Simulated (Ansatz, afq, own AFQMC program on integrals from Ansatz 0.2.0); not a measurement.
# AlSiH₂ (doublet): AFQMC on the coupled-cluster ladder at distance Si1–Al2 = 2.453 Å, cc-pVDZ

How near does AFQMC come to the top of the ladder for AlSiH₂ (doublet)?

Program: Ansatz 0.2.0, Gaussian basis, and an in-house AFQMC program (afq) on its integrals; all values are calculated. Level of theory: cc-pVDZ, frozen cores. These are calculated values, not measurements.

To be run: PBE (unrestricted); r2SCAN (unrestricted); PBE0 (unrestricted); B3LYP (unrestricted); wB97M-V (unrestricted); B2PLYP (unrestricted); CCSD(T) on ROHF; CCSDT(Q) on ROHF; Phaseless AFQMC, CISD trial on ROHF; Phaseless AFQMC, single-determinant trial on ROHF; Free-projection AFQMC, CISD trial on ROHF; CCSD(T) on UHF; CCSDT(Q) on UHF; Phaseless AFQMC, CISD trial on UHF; Phaseless AFQMC, single-determinant trial on UHF; Free-projection AFQMC, CISD trial on UHF.

## Step 1: What is computed

The geometry derives from a PBE0/def2-TZVP stationary point (not a proven minimum). One bond is set to the value named and the two fragments are kept rigid.

4 atoms, charge 0, spin multiplicity 2.

Atoms are counted from 1 here; the program's logs count them from 0.

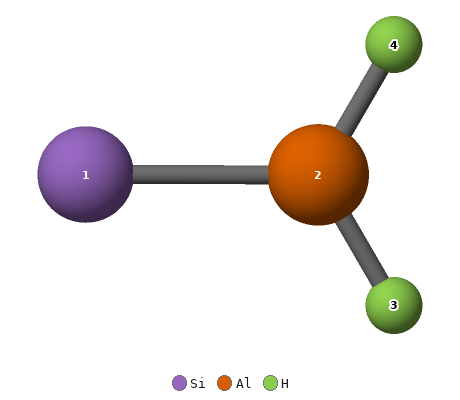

The geometry (silicon purple, aluminium orange, hydrogen green); atoms are numbered from 1 in the order of the file.

## Step 2: PBE (unrestricted)

Contents of in.yaml:

```yaml
crystal:
  periodic: [false, false, false]
  atoms:
    - {symbol: Si, position_ang: [0.000000, 0.000000, 1.274311]}
    - {symbol: Al, position_ang: [0.000000, 0.000000, -1.178752]}
    - {symbol: H, position_ang: [0.000000, -1.380606, -1.976865]}
    - {symbol: H, position_ang: [0.000000, 1.380606, -1.976865]}
basis:
  gaussian: {orbitals: cc-pVDZ}
magnetization: {spin_polarized: true, initial_magnetization: 1}
hamiltonian: {xc: {name: PBE}}
output: {orbitals: {seedname: orbitals}}
```

Command:

```console
$ ansatz run in.yaml --threads 1 --pin off --events-out ev --progress --plain --max-ram 1382MiB
```

Standard output:

```text
Functional definition: PBE
  name "PBE"
  cite "Perdew, Burke & Ernzerhof, Phys. Rev. Lett. 77, 3865 (1996) doi:10.1103/PhysRevLett.77.3865"
  parent pbe
  parameter kappa = 0.804
  parameter beta = 0.06672455060314922
  exchange = pbe_x(kappa = kappa, mu = beta*pi^2/3)
  correlation = pbe_c(beta = beta)
451 factors; integrals over basis functions are off by at most 9.9e-4 eV
mean field evaluation 1: about -14494.8972 eV, gradient 9.6e0 eV
mean field evaluation 2: about -14490.9881 eV, gradient 2.0e1 eV
mean field evaluation 4: about -14495.9491 eV, gradient 1.2e0 eV
mean field evaluation 8: about -14495.9617 eV, gradient 1.3e-2 eV
mean field evaluation 16: about -14495.9606 eV, gradient 2.6e-1 eV
mean field evaluation 32: about -14495.9635 eV, gradient 1.7e-5 eV
mean field evaluation 64: about -14495.1204 eV, gradient 1.9e-6 eV
mean field evaluation 96: about -14495.1299 eV, gradient 2.4e-1 eV
mean field evaluation 128: about -14495.6930 eV, gradient 3.0e0 eV
mean field evaluation 160: about -14495.4878 eV, gradient 1.7e-1 eV
mean field -14495.96352701 eV, -532.7168339005 hartree, gradient 4.7e-6 eV, S^2 0.839859; 21 other end points of the search recorded, 0 dependent functions left out
reference -14495.96356329 eV, -532.7168352340 hartree; 15, 14 occupied and 31, 32 virtual orbitals, 451 factors
Total energy: -14495.96356329 eV, -532.7168352340 hartree
```

Wall time 5.5 s (1 thread of Intel Xeon 6975P-C (Granite Rapids), shared host).

From the report: ⟨S²⟩ of the determinant 0.840 (pure doublet: 0.75).

## Step 3: r2SCAN (unrestricted)

in.yaml, as its differences from that of step 2:

```diff
@@ -10,3 +10,2 @@
 magnetization: {spin_polarized: true, initial_magnetization: 1}
-hamiltonian: {xc: {name: PBE}}
-output: {orbitals: {seedname: orbitals}}
+hamiltonian: {xc: {name: r2SCAN}}
```

Launched as before.

Standard output (excerpt; [...] marks lines left out):

```text
Functional definition: r2SCAN
  name "r2SCAN"
  cite "Furness, Kaplan, Ning, Perdew & Sun, J. Phys. Chem. Lett. 11, 8208 (2020) doi:10.1021/acs.jpclett.0c02405"
  cite "Furness, Kaplan, Ning, Perdew & Sun, J. Phys. Chem. Lett. 11, 9248 (2020) doi:10.1021/acs.jpclett.0c03077"
  parent r2scan
[...]
451 factors; integrals over basis functions are off by at most 9.9e-4 eV
[...]
mean field -14502.28766250 eV, -532.9492415931 hartree, gradient 1.6e-5 eV, S^2 1.156967; 18 other end points of the search recorded, 0 dependent functions left out
reference -14502.28767641 eV, -532.9492421046 hartree; 15, 14 occupied and 31, 32 virtual orbitals, 451 factors
Total energy: -14502.28767641 eV, -532.9492421046 hartree
```

Run time: 10 s. Hardware: 1 thread of Intel Xeon 6975P-C (Granite Rapids), shared host.

From the report: ⟨S²⟩ of the determinant 1.157 (pure doublet: 0.75).

## Step 4: PBE0 (unrestricted)

in.yaml, as its differences from that of step 3:

```diff
@@ -10,2 +10,3 @@
 magnetization: {spin_polarized: true, initial_magnetization: 1}
-hamiltonian: {xc: {name: r2SCAN}}
+hamiltonian: {xc: {name: PBE0}}
+output: {orbitals: {seedname: orbitals}}
```

Same command.

Standard output (excerpt; [...] marks lines left out):

```text
Functional definition: PBE0
  name "PBE0"
  cite "Adamo & Barone, J. Chem. Phys. 110, 6158 (1999) doi:10.1063/1.478522"
  cite "Perdew, Burke & Ernzerhof, Phys. Rev. Lett. 77, 3865 (1996) doi:10.1103/PhysRevLett.77.3865"
  parent pbe
[...]
451 factors; integrals over basis functions are off by at most 9.9e-4 eV
[...]
mean field -14497.42352217 eV, -532.7704877331 hartree, gradient 8.7e-6 eV, S^2 0.925011; 7 other end points of the search recorded, 0 dependent functions left out
reference -14497.42354961 eV, -532.7704887417 hartree; 15, 14 occupied and 31, 32 virtual orbitals, 451 factors
Total energy: -14497.42354961 eV, -532.7704887417 hartree
```

Run time: 2.4 s. Hardware: 1 thread of Intel Xeon 6975P-C (Granite Rapids), shared host.

From the report: ⟨S²⟩ of the determinant 0.925 (pure doublet: 0.75).

## Step 5: B3LYP (unrestricted)

in.yaml, as its differences from that of step 4:

```diff
@@ -10,3 +10,2 @@
 magnetization: {spin_polarized: true, initial_magnetization: 1}
-hamiltonian: {xc: {name: PBE0}}
-output: {orbitals: {seedname: orbitals}}
+hamiltonian: {xc: {name: B3LYP}}
```

The command is unchanged.

Standard output (excerpt; [...] marks lines left out):

```text
Functional definition: B3LYP
  name "B3LYP"
  cite "Stephens, Devlin, Chabalowski & Frisch, J. Phys. Chem. 98, 11623 (1994) doi:10.1021/j100096a001"
  cite "Becke, Phys. Rev. A 38, 3098 (1988) doi:10.1103/PhysRevA.38.3098"
  cite "Lee, Yang & Parr, Phys. Rev. B 37, 785 (1988) doi:10.1103/PhysRevB.37.785"
  cite "Vosko, Wilk & Nusair, Can. J. Phys. 58, 1200 (1980) doi:10.1139/p80-159"
[...]
451 factors; integrals over basis functions are off by at most 9.9e-4 eV
[...]
mean field -14505.11113944 eV, -533.0530024570 hartree, gradient 9.1e-6 eV, S^2 0.752860; 4 other end points of the search recorded, 0 dependent functions left out
reference -14505.11135935 eV, -533.0530105385 hartree; 15, 14 occupied and 31, 32 virtual orbitals, 451 factors
Total energy: -14505.11135935 eV, -533.0530105385 hartree
```

Wall time 1.5 s (1 thread of Intel Xeon 6975P-C (Granite Rapids), shared host).

From the report: ⟨S²⟩ of the determinant 0.753 (pure doublet: 0.75).

## Step 6: wB97M-V (unrestricted)

in.yaml, as its differences from that of step 5:

```diff
@@ -10,2 +10,3 @@
 magnetization: {spin_polarized: true, initial_magnetization: 1}
-hamiltonian: {xc: {name: B3LYP}}
+hamiltonian: {xc: {name: wB97M-V}}
+output: {orbitals: {seedname: orbitals}}
```

Same command.

Standard output (excerpt; [...] marks lines left out):

```text
Functional definition: wB97M-V
  name "wB97M-V"
  cite "Mardirossian & Head-Gordon, J. Chem. Phys. 144, 214110 (2016) doi:10.1063/1.4952647"
  cite "Becke, J. Chem. Phys. 107, 8554 (1997) doi:10.1063/1.475007"
  cite "Vydrov & Van Voorhis, J. Chem. Phys. 133, 244103 (2010) doi:10.1063/1.3521275"
  # Of w^i u^j: cxij and so on, Table III.
[...]
  gx(w, u) = 1 - cx + cx01*u + cx10*w
  gss(w, u) = css00 + css04*u^4 + css10*w + css20*w^2 + css43*w^4*u^3
  gos(w, u) = cos00 + cos10*w + (cos20 + cos21*u)*w^2 + (cos60 + cos61*u)*w^6
[...]
      + integral(e_c_pw_mod_opposite_spin*gos(b97_w_opposite, b97_u_opposite)) + vv10(b, c)
451 factors; integrals over basis functions are off by at most 9.9e-4 eV
168 factors; integrals over basis functions are off by at most 1.7e-5 eV
[...]
mean field -14502.72895749 eV, -532.9654588851 hartree, gradient 8.9e-6 eV, S^2 0.751362; 3 other end points of the search recorded, 0 dependent functions left out
reference -14502.72899955 eV, -532.9654604307 hartree; 15, 14 occupied and 31, 32 virtual orbitals, 451 factors
Total energy: -14502.72899955 eV, -532.9654604307 hartree
```

Run time: 4.9 s. Hardware: 1 thread of Intel Xeon 6975P-C (Granite Rapids), shared host.

From the report: ⟨S²⟩ of the determinant 0.751 (pure doublet: 0.75).

## Step 7: B2PLYP (unrestricted)

in.yaml, as its differences from that of step 6:

```diff
@@ -10,3 +10,3 @@
 magnetization: {spin_polarized: true, initial_magnetization: 1}
-hamiltonian: {xc: {name: wB97M-V}}
-output: {orbitals: {seedname: orbitals}}
+hamiltonian: {xc: {name: B2PLYP}}
+correlation: {electrons: outside_noble_gas}
```

Launched as before.

Standard output (excerpt; [...] marks lines left out):

```text
Functional definition: B2PLYP
  name "B2PLYP"
  cite "Grimme, J. Chem. Phys. 124, 034108 (2006) doi:10.1063/1.2148954"
  cite "Becke, Phys. Rev. A 38, 3098 (1988) doi:10.1103/PhysRevA.38.3098"
  cite "Lee, Yang & Parr, Phys. Rev. B 37, 785 (1988) doi:10.1103/PhysRevB.37.785"
[...]
451 factors; integrals over basis functions are off by at most 9.9e-4 eV
[...]
mean field -14495.96137882 eV, -532.7167549560 hartree, gradient 4.4e-6 eV, S^2 0.946734; 8 other end points of the search recorded, 0 dependent functions left out
10 core orbitals not correlated: weight in the atoms' cores, before any rotation towards them, 1.000 or more for the frozen orbitals, at most 0.000 for the correlated occupied ones
reference -14495.96151809 eV, -532.7167600743 hartree; 5, 4 occupied and 31, 32 virtual orbitals, 451 factors
second order -4.23183194 eV of doubles, -0.00000000 eV of singles
Total energy: -14497.10411272 eV, -532.7587496522 hartree
```

It took 2.3 s on 1 thread of Intel Xeon 6975P-C (Granite Rapids), shared host.

From the report: ⟨S²⟩ of the determinant 0.947 (pure doublet: 0.75).

## Step 8: CCSD(T) on ROHF

in.yaml, as its differences from that of step 7:

```diff
@@ -9,4 +9,3 @@
   gaussian: {orbitals: cc-pVDZ}
-magnetization: {spin_polarized: true, initial_magnetization: 1}
-hamiltonian: {xc: {name: B2PLYP}}
-correlation: {electrons: outside_noble_gas}
+magnetization: {spin_polarized: false, initial_magnetization: 1}
+correlation: {method: ccsd_t, electrons: outside_noble_gas, hamiltonian_folder: ham}
```

Launched as before.

Standard output (excerpt; [...] marks lines left out):

```text
Functional definition: HF
  name "HF"
  cite "Fock, Z. Phys. 61, 126 (1930) doi:10.1007/BF01340294"
  parent pbe
[...]
451 factors; integrals over basis functions are off by at most 9.9e-4 eV
[...]
mean field -14474.35618687 eV, -531.9227787966 hartree, gradient 1.9e-6 eV, S^2 0.750000; 11 other end points of the search recorded, 0 dependent functions left out
[...]
determinant -14474.35618687 eV, -531.9227787966 hartree, with singles and doubles -14478.86208798 eV, -532.0883676081 hartree
determinant -14474.00608184 eV, -531.9099126739 hartree, with singles and doubles -14478.49044689 eV, -532.0747100498 hartree
determinant -14472.93345727 eV, -531.8704944480 hartree, with singles and doubles -14477.60249008 eV, -532.0420782389 hartree
determinant -14472.00655496 eV, -531.8364314165 hartree, with singles and doubles -14476.61199962 eV, -532.0056783860 hartree
determinant -14470.95482819 eV, -531.7977811704 hartree, with singles and doubles -14475.80065192 eV, -531.9758619080 hartree
determinant -14474.35618687 eV, -531.9227787966 hartree, with singles and doubles -14478.86200627 eV, -532.0883646054 hartree
determinant -14474.00608184 eV, -531.9099126739 hartree, with singles and doubles -14478.49070699 eV, -532.0747196084 hartree
unrestricted determinant -14474.56634008 eV, -531.9305017844 hartree, S^2 1.2642
10 core orbitals not correlated: weight in the atoms' cores, before any rotation towards them, 1.000 or more for the frozen orbitals, at most 0.000 for the correlated occupied ones
reference -14474.35618687 eV, -531.9227787966 hartree; 5, 4 occupied and 31, 32 virtual orbitals, 451 factors
second order -3.39435881 eV of doubles, -0.05026806 eV of singles
cycle   1  -4.50581958 eV  change   -1.8e-7 eV  update   2.8e-6
perturbative correction -0.11615726 eV, -0.0042687007 hartree
Total energy: -14478.97816372 eV, -532.0926333127 hartree
```

Wall time 3.1 s (1 thread of Intel Xeon 6975P-C (Granite Rapids), shared host).

From the report: correlation -4.6220 eV; T1 0.020; largest double amplitude 0.08.

This run also writes the integrals to the folder ham.

## Step 9: CCSDT(Q) on ROHF

in.yaml, as its differences from that of step 8:

```diff
@@ -10,2 +10,2 @@
 magnetization: {spin_polarized: false, initial_magnetization: 1}
-correlation: {method: ccsd_t, electrons: outside_noble_gas, hamiltonian_folder: ham}
+correlation: {method: ccsdt_q, electrons: outside_noble_gas}
```

The command is unchanged.

Standard output (excerpt; [...] marks lines left out):

```text
Functional definition: HF
  name "HF"
  cite "Fock, Z. Phys. 61, 126 (1930) doi:10.1007/BF01340294"
  parent pbe
[...]
860 factors; integrals over basis functions are off by at most 1.8e-7 eV
[...]
mean field -14474.35623129 eV, -531.9227804287 hartree, gradient 1.8e-6 eV, S^2 0.750000; 11 other end points of the search recorded, 0 dependent functions left out
[...]
determinant -14474.35623129 eV, -531.9227804287 hartree, with singles and doubles -14478.86213902 eV, -532.0883694837 hartree
determinant -14474.00612401 eV, -531.9099142235 hartree, with singles and doubles -14478.49049902 eV, -532.0747119655 hartree
determinant -14472.93349992 eV, -531.8704960155 hartree, with singles and doubles -14477.60253824 eV, -532.0420800090 hartree
determinant -14472.00659956 eV, -531.8364330555 hartree, with singles and doubles -14476.61204036 eV, -532.0056798830 hartree
determinant -14470.95486315 eV, -531.7977824554 hartree, with singles and doubles -14475.80069202 eV, -531.9758633818 hartree
determinant -14474.35623129 eV, -531.9227804287 hartree, with singles and doubles -14478.86205705 eV, -532.0883664716 hartree
determinant -14474.00612401 eV, -531.9099142235 hartree, with singles and doubles -14478.49075942 eV, -532.0747215353 hartree
[...]
unrestricted determinant -14474.56638654 eV, -531.9305034918 hartree, S^2 1.2642
10 core orbitals not correlated: weight in the atoms' cores, before any rotation towards them, 1.000 or more for the frozen orbitals, at most 0.000 for the correlated occupied ones
reference -14474.35623129 eV, -531.9227804287 hartree; 5, 4 occupied and 31, 32 virtual orbitals, 860 factors
second order -3.39440776 eV of doubles, -0.05026803 eV of singles
cycle   1  -4.18191899 eV  change   -7.4e-1 eV  update   8.3e-2
[...]
cycle  18  -4.65583019 eV  change    1.2e-7 eV  update   5.1e-7
perturbative correction -0.00620222 eV, -0.0002279273 hartree
Total energy: -14479.01826369 eV, -532.0941069597 hartree
```

It took 9.5 s on 1 thread of Intel Xeon 6975P-C (Granite Rapids), shared host; peak memory 0.25 GiB.

From the report: correlation -4.6620 eV; T1 0.022; largest double amplitude 0.09.

## Step 10: Phaseless AFQMC, CISD trial on ROHF

It reads the integrals that the CCSD(T) run on this determinant wrote.

Command:

```console
$ afq ham --method phaseless --trial cisd --walkers 60 --populations 1 --least-time 40 --time-step 0.005 --steps-per-block 50 --equilibration-blocks 28 --max-blocks 300 --target-error 0.00036 --factor-cut 1e-05 --start spin_pure --seed 78 --release-times 0.24,0.51,0.99,1.62,2.4 --release-step 0.03 --release-every 4 --taylor-order 6
```

Standard output:

```text
orbitals 36  electrons 5 4  factors 265 of 451
reference energy -531.92277880 Eh
CCSD correlation -0.16558568 Eh in 12 cycles, weight of the determinant in the CISD state 0.8697
energy of the start -532.088364 Eh
 block  time / (1/Eh)  mean weight  energy / Eh
     1     0.250  1.0000  -532.086047
     2     0.500  1.0006  -532.085789
     3     0.750  1.0007  -532.087178
     4     1.000  0.9994  -532.088426
     5     1.250  1.0006  -532.089305
     6     1.500  1.0001  -532.090369
     7     1.750  1.0013  -532.090254
     8     2.000  1.0004  -532.090522
     9     2.250  0.9991  -532.093434
    10     2.500  1.0004  -532.092505
    13     3.250  1.0001  -532.092402
    17     4.250  1.0003  -532.091302
    21     5.250  0.9999  -532.090257
    25     6.250  1.0011  -532.093864
    29     7.250  0.9995  -532.094268
    33     8.250  1.0010  -532.094606
    37     9.250  1.0005  -532.094372
    41    10.250  1.0011  -532.093194
    45    11.250  0.9999  -532.090959
    49    12.250  1.0005  -532.091575
    53    13.250  0.9996  -532.091927
    57    14.250  0.9985  -532.096513
    61    15.250  1.0004  -532.095106
    65    16.250  0.9999  -532.093474
    69    17.250  1.0004  -532.092898
    73    18.250  1.0009  -532.092584
    77    19.250  1.0015  -532.093020
    81    20.250  1.0011  -532.096825
    85    21.250  0.9999  -532.096305
    89    22.250  1.0021  -532.093865
    93    23.250  0.9994  -532.095067
    97    24.250  0.9997  -532.093255
   101    25.250  1.0010  -532.092653
   105    26.250  0.9990  -532.091265
   109    27.250  1.0024  -532.091275
   113    28.250  0.9990  -532.095451
   117    29.250  1.0001  -532.093707
   121    30.250  1.0014  -532.092287
   125    31.250  0.9996  -532.091199
   129    32.250  1.0007  -532.091184
   133    33.250  1.0012  -532.097319
   137    34.250  1.0006  -532.089563
   141    35.250  0.9994  -532.091129
   145    36.250  1.0006  -532.093098
   149    37.250  1.0005  -532.090774
   153    38.250  1.0010  -532.089972
   157    39.250  0.9999  -532.093190
   161    40.250  0.9994  -532.092153
   165    41.250  0.9980  -532.099052
   169    42.250  1.0008  -532.094613
   173    43.250  1.0009  -532.091148
   177    44.250  1.0011  -532.094615
   181    45.250  1.0001  -532.093034
   185    46.250  0.9999  -532.089661
blocks merged  error / Eh  count
     1  0.000167  160
     2  0.000212  80
     4  0.000249  40
     8  0.000283  20
    16  0.000337  10
released: time / (1/Eh)  energy / Eh  error  mean overlap
  0.24  -532.092934  0.000285  1.0108
  0.51  -532.093153  0.000261  1.0089
  0.99  -532.093929  0.000436  0.9949
  1.62  -532.093585  0.000335  1.0035
  2.40  -532.094111  0.000498  0.9844
energy -532.093127 +/- 0.000283 Eh
```

Wall time 2.2 min (1 thread of Intel Xeon 6975P-C (Granite Rapids), shared host).

Energy -14478.9916 ± 0.0077 eV. Caveats: constraint bias not in the error.

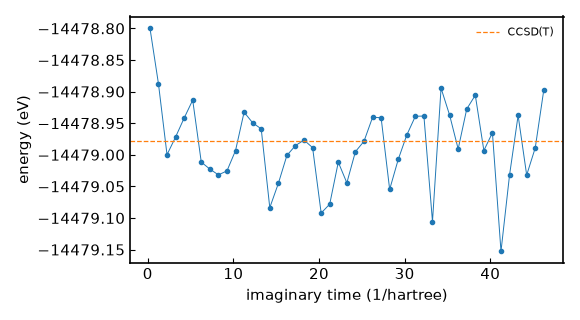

Block energies along the walk.

## Step 11: Phaseless AFQMC, single-determinant trial on ROHF

It reads the integrals that the CCSD(T) run on this determinant wrote.

Command:

```console
$ afq ham --method phaseless --trial hf --walkers 120 --populations 1 --least-time 40 --time-step 0.005 --steps-per-block 20 --equilibration-blocks 112 --max-blocks 600 --target-error 0.00108 --factor-cut 1e-05 --start spin_pure --seed 2427 --taylor-order 6
```

Standard output:

```text
orbitals 36  electrons 5 4  factors 265 of 451
reference energy -531.92277880 Eh
CCSD correlation -0.16558568 Eh in 12 cycles, weight of the determinant in the CISD state 0.8697
energy of the start -531.922779 Eh
 block  time / (1/Eh)  mean weight  energy / Eh
     1     0.100  0.9999  -531.945186
     2     0.200  0.9997  -531.963567
     3     0.300  1.0001  -531.981851
     4     0.400  1.0014  -531.993346
     5     0.500  1.0000  -532.004429
     6     0.600  1.0005  -532.013625
     7     0.700  0.9997  -532.022454
     8     0.800  1.0008  -532.031614
     9     0.900  0.9995  -532.035558
    10     1.000  1.0001  -532.038276
    18     1.800  1.0000  -532.069121
    35     3.500  1.0001  -532.083636
    52     5.200  1.0012  -532.115442
    69     6.900  0.9987  -532.101559
    86     8.600  1.0004  -532.083756
   103    10.300  1.0005  -532.077655
   120    12.000  1.0010  -532.089749
   137    13.700  1.0004  -532.103512
   154    15.400  1.0001  -532.073180
   171    17.100  1.0010  -532.098561
   188    18.800  0.9993  -532.085564
   205    20.500  0.9990  -532.084969
   222    22.200  0.9998  -532.075304
   239    23.900  0.9991  -532.088010
   256    25.600  1.0008  -532.105671
   273    27.300  1.0001  -532.108614
   290    29.000  0.9999  -532.099813
   307    30.700  1.0011  -532.092761
   324    32.400  0.9996  -532.087522
   341    34.100  0.9987  -532.095380
   358    35.800  1.0004  -532.093512
   375    37.500  0.9987  -532.093799
   392    39.200  1.0009  -532.094103
   409    40.900  1.0002  -532.089341
   426    42.600  1.0017  -532.108799
   443    44.300  0.9999  -532.102910
   460    46.000  1.0012  -532.088316
   477    47.700  0.9996  -532.083607
   494    49.400  0.9998  -532.110566
   511    51.100  0.9996  -532.095032
   528    52.800  0.9998  -532.083093
   545    54.500  0.9993  -532.083434
   562    56.200  0.9998  -532.107437
   579    57.900  1.0005  -532.118011
   596    59.600  1.0009  -532.090542
   613    61.300  0.9997  -532.105608
   630    63.000  1.0016  -532.088679
   647    64.700  0.9995  -532.098425
   664    66.400  1.0001  -532.078769
   681    68.100  1.0005  -532.081868
   698    69.800  0.9985  -532.092102
blocks merged  error / Eh  count
     1  0.000474  600
     2  0.000628  300
     4  0.000813  150
     8  0.001060  75
    16  0.001283  37
    32  0.001496  18
    64  0.001296  9
energy -532.094511 +/- 0.001496 Eh
```

It took 2.2 min on 1 thread of Intel Xeon 6975P-C (Granite Rapids), shared host.

Energy -14479.0293 ± 0.0407 eV. Caveats: constraint bias not in the error.

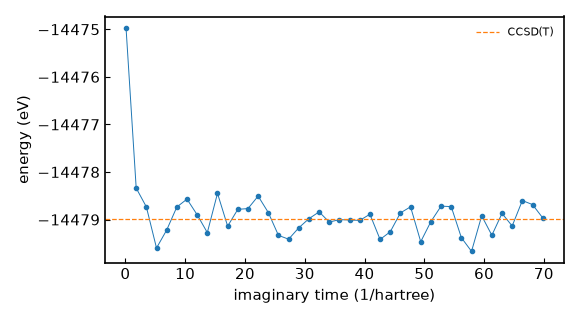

Block energies along the walk.

(Part 1 of 2 ends here.)
